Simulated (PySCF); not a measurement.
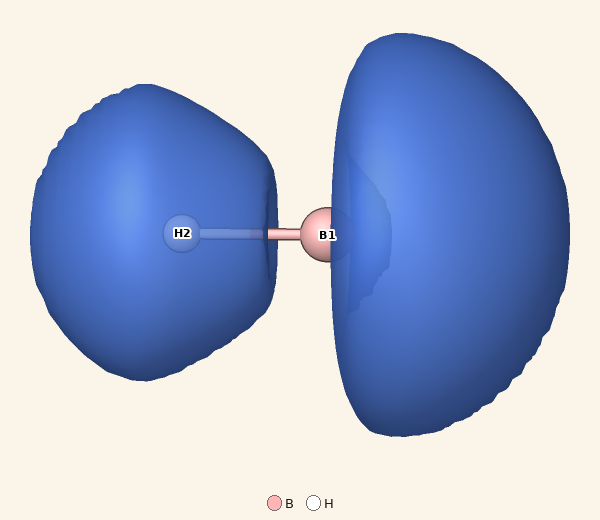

The picture shows: BH. Isosurface of the ELF at 0.75 (blue), seen from one side. Only the valence region is drawn (cores and ρ < 0.01 e/Å³ removed).

Method: PBE0/def2-TZVP, non-relativistic Hamiltonian with scalar-relativistic core potentials where named, at a bond length of 1.241 Å (PySCF).

> Where are the electrons localised?

The surface consists of one region around a hydrogen nucleus and one lobe on B, pointing away from the bonds (lone pairs). Along the contacts the grid gives the following. B–H (1.24 Å): the ELF peaks at about 1 between the atoms: a covalent bond by its length.
